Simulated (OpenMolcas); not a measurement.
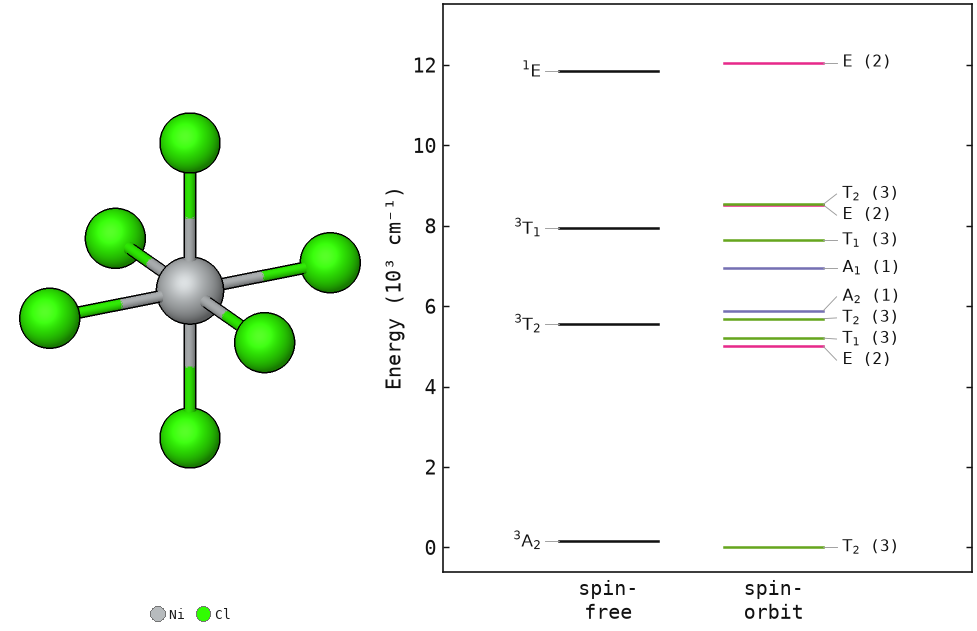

Ni²⁺ (3d⁸) as a dopant in Cs₂NaYCl₆, a cluster with its 6 nearest Cl⁻ at 2.509 Å (octahedron) embedded in model potentials and point charges; the geometry was set, not optimised, and its levels. Labels give the representation in O, Td, D4 or D3 as the site allows (double group for half-integer spin) where it could be assigned and, in brackets, the degeneracy; spin-free states, where drawn, share the zero of the spin-orbit levels. Computed with OpenMolcas: state-averaged SS-CASPT2, IPEA shift 0, imaginary shift 0.1 hartree, closed shells 3s 3p correlated, active space 8 electrons in the shell 3d, basis ANO-RCC-VTZP on the metal and ANO-RCC-VDZP on the ligands, DKH2 scalar Hamiltonian, spin-orbit coupling by RASSI with atomic mean-field integrals.

What does the figure show?

The ground level is T₂, 3-fold degenerate, 100 % from states of spin multiplicity 3. The next level lies at 5,000 cm⁻¹ (E). The lowest spin-free state is ³A₂, from the free-ion F term; of the same spin there follow at 5,390 cm⁻¹ (³T₂) and 7,780 cm⁻¹ (³T₁) above it.

Known limits: single d shell for a late 3d ion, CASPT2 field may be too large; the geometry is set by hand, with no relaxation and no charge compensation.
